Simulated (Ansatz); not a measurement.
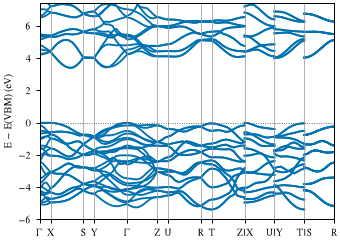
Band structure from the program Ansatz at the LDA level (PAW)

The gap is 3.39 eV; an edge lies off the plotted path or next to a special point (maximum on the Γ–X line, 12 % of the way from Γ, minimum off the standard path).

The material is ZrO₂ in space group Pnma (No. 62; Zr on 4c, O on 4c, O on 4c).

The first step of the workflow began from a Materials Project structure, measured or hypothetical; the Crystallography Open Database copy checked does not list it. It is not the phase usual at ambient conditions (space group No. 14). The LDA relaxation kept the symmetry of its start; its stability against distortions is not shown here. No spin polarisation was allowed. Spin–orbit coupling is left out wherever it is not named.

Potentials: the later of the program's two PAW sets.
